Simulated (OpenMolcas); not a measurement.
# SnHClOF2 (SMILES [OH][Sn]([F])([F])[Cl]) at 6 levels

Wanted: a comparison of 6 runs (HF/STO-3G, HF/def2-SVP, BLYP/def2-SVP, PBE0/def2-SVP, r2SCAN/def2-SVP, revPBE/def2-SVP) of SnHClOF2. 

The calculation is run with OpenMolcas 26.06.

### 1 The structure to begin with

The species is SnHClOF2 (6 atoms), meant as a singlet with charge 0. SMILES: `[OH][Sn]([F])([F])[Cl]`. The O1–H6 distance was set to 1.732 Å, away from the relaxed value. At this shape a bond of the SMILES string is far longer than usual.

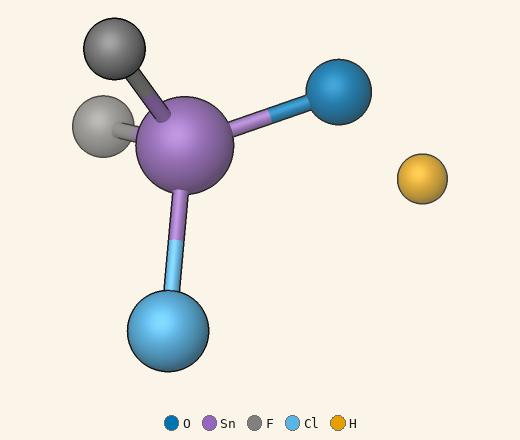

The structure, seen from a chosen angle (oxygen blue, tin purple, fluorine grey, chlorine blue, hydrogen amber).

### 2 The energy at HF/STO-3G (run 1)

Input file calc.input:

```
&GATEWAY
 BASLIB=$CurrDir
 COORD
 6
 angstrom
 O        0.216798      -0.073459       1.511340
 Sn       0.933198      -0.533059      -0.212460
 F        2.663298      -1.213859       0.091740
 F       -0.062502      -1.944459      -0.984660
 Cl       1.010198       1.183241      -1.709360
 H       -1.315000       0.730600       1.432500
 BASIS=STO-3G
 GROUP=NoSym

&SEWARD

&SCF
 THRESHOLDS=1e-10 1e-07 1e-07 1e-05
 PRORBITALS=1 1
```

The basis set STO-3G is read from a file made from the Basis Set Exchange's data (not shown).

On the command line:

```
$ export MOLCAS_MEM=1860
$ pymolcas calc.input > calc.log
```

Standard output:

```text
--- Start Module: gateway ---
[...]
--- Stop Module: gateway /rc=_RC_ALL_IS_WELL_ ---
--- Start Module: seward ---
[...]
      Basis functions           52
--- Stop Module: seward /rc=_RC_ALL_IS_WELL_ ---
--- Start Module: scf ---
[...]
       Convergence after  17 Iterations
[...]
::    Total SCF energy                              -6688.2599994452
[...]
      Total spin, S                                     0.0000000000
[...]
      Total electronic charge=   94.000000
      Total            charge=   -0.000000
[...]
      Dipole Moment (debye):
      Origin of the operator (angstrom)=    0.9471   -0.3954   -0.3650
                   X= -6.2227E-01               Y= -7.6625E-01               Z=  1.2209E+00           Total=  1.5700E+00
      Quadrupole Moment (debye*angstrom):
[...]
--- Stop Module: scf /rc=_RC_ALL_IS_WELL_ ---
[...]
```

Run time: 1.8 s. Hardware: 1 thread of Intel Xeon 6975P-C (Granite Rapids), shared host; peak memory 0.38 GiB.

### 3 The energy at HF/def2-SVP (core potential) (run 2)

Input file test.inp:

```
* ClF2HOSn Hartree-Fock

&GATEWAY
  BasLib=$CurrDir
  Coord
  6
  angstrom
  O        0.216798      -0.073459       1.511340
  Sn       0.933198      -0.533059      -0.212460
  F        2.663298      -1.213859       0.091740
  F       -0.062502      -1.944459      -0.984660
  Cl       1.010198       1.183241      -1.709360
  H       -1.315000       0.730600       1.432500
  Basis=def2-SVP
  Group=NoSym

&SEWARD

&SCF
  Thresholds=1e-10 1e-07 1e-07 1e-05
  PrOrbitals=1
```

The basis set def2-SVP is read from a file made from the Basis Set Exchange's data (not shown).

On the command line:

```
$ export MOLCAS_MEM=1860
$ pymolcas test.inp > test.log
```

Standard output:

```text
--- Start Module: gateway ---
[...]
--- Stop Module: gateway /rc=_RC_ALL_IS_WELL_ ---
--- Start Module: seward ---
[...]
      Basis functions           91
--- Stop Module: seward /rc=_RC_ALL_IS_WELL_ ---
[...]
--- Start Module: scf ---
[...]
       Convergence after  18 Iterations
[...]
::    Total SCF energy                               -946.7236798783
[...]
      Total spin, S                                     0.0000000000
[...]
      Total electronic charge=   66.000000
      Total            charge=   -0.000000
[...]
      Dipole Moment (debye):
      Origin of the operator (angstrom)=    0.9471   -0.3954   -0.3650
                   X= -2.7762E+00               Y=  2.6586E+00               Z=  3.9489E-01           Total=  3.8642E+00
      Quadrupole Moment (debye*angstrom):
[...]
--- Stop Module: scf /rc=_RC_ALL_IS_WELL_ ---
[...]
```

Wall time 6.9 s (1 thread of Intel Xeon 6975P-C (Granite Rapids), shared host); peak memory 0.5 GiB.

Runs 3 to 5 aren't shown in full; the table further down has their settings and results.

### 4 The energy at revPBE/def2-SVP (core potential) (run 6)

Input file calc.input:

```
>>> EXPORT MOLCAS_PRINT=2

&gateway
  baslib
  $CurrDir
  coord
  6
  angstrom
  O        0.216798      -0.073459       1.511340
  Sn       0.933198      -0.533059      -0.212460
  F        2.663298      -1.213859       0.091740
  F       -0.062502      -1.944459      -0.984660
  Cl       1.010198       1.183241      -1.709360
  H       -1.315000       0.730600       1.432500
  basis
  def2-SVP
  group
  NoSym

&seward
  gridinput
  Grid=UltraFine
  End of Grid

&scf
  ksdft
  revPBE
  thresholds
  1e-10 1e-07 1e-07 1e-05
  prorbitals
  1 1
```

The basis set def2-SVP is read from a file made from the Basis Set Exchange's data (not shown).

On the command line:

```
$ export MOLCAS_MEM=1860
$ pymolcas calc.input > calc.log
```

Standard output:

```text
--- Start Module: gateway ---
[...]
--- Stop Module: gateway /rc=_RC_ALL_IS_WELL_ ---
--- Start Module: seward ---
[...]
      Basis functions           91
--- Stop Module: seward /rc=_RC_ALL_IS_WELL_ ---
[...]
--- Start Module: scf ---
[...]
       Convergence after  24 Iterations
[...]
::    Total KS-DFT energy                            -949.4769135434
[...]
      Total spin, S                                     0.0000000000
[...]
      Total electronic charge=   66.000000
      Total            charge=   -0.000000
[...]
      Dipole Moment (debye):
      Origin of the operator (angstrom)=    0.9471   -0.3954   -0.3650
                   X= -2.1986E+00               Y=  1.9792E+00               Z=  6.4583E-01           Total=  3.0279E+00
      Quadrupole Moment (debye*angstrom):
[...]
--- Stop Module: scf /rc=_RC_ALL_IS_WELL_ ---
[...]
```

Run time: 20 s. Hardware: 1 thread of Intel Xeon 6975P-C (Granite Rapids), shared host; peak memory 0.5 GiB.

### 5 The series

```
run                             level  integration grid   energy (Eh)  dipole moment (D)  HOMO energy (eV)  LUMO energy (eV)  wall time
  1                         HF/STO-3G                 –  -6688.259999               1.57             -9.19              4.39      1.8 s
  2      HF/def2-SVP (core potential)                 –   -946.723680               3.86            -13.43             -1.00      6.9 s
  3    BLYP/def2-SVP (core potential)         UltraFine   -949.528531               3.01             -7.53             -5.55       20 s
  4    PBE0/def2-SVP (core potential)         UltraFine   -949.180305               3.44             -9.54             -4.71       19 s
  5  r2SCAN/def2-SVP (core potential)         UltraFine   -949.536575               3.29             -8.18             -5.61       27 s
  6  revPBE/def2-SVP (core potential)         UltraFine   -949.476914               3.03             -7.63             -5.62       20 s
```

### 6 What came out

| quantity | value |
| --- | --- |
| run 6: total energy | -949.47691 Eh |
| run 6: dipole moment | 3.03 D |
| run 6: HOMO energy | -7.63 eV |
| run 6: LUMO energy | -5.62 eV |
| run 6: HOMO–LUMO gap | 2.01 eV |

What this shows: The dipole moment (its size) runs from 1.57 D (HF/STO-3G) to 3.86 D (HF/def2-SVP). The two ends differ in basis and core potential. The HOMO–LUMO gap runs from 1.98 eV (BLYP/def2-SVP) to 13.57 eV (HF/STO-3G). The two ends differ in method and basis and core potential. Totals of different functionals can't be ranked against each other. Some runs of one species differ in core potentials or relativity; totals across that change don't compare. In run 1 the basis is minimal, so the values are rough. In runs 1, 2, 3, 4, 5, 6 a closed-shell determinant meets a far-stretched bond, which it describes badly. In run 1 relativity is left out where basis or elements ask for it. All runs together took 94 s, the longest 27 s.
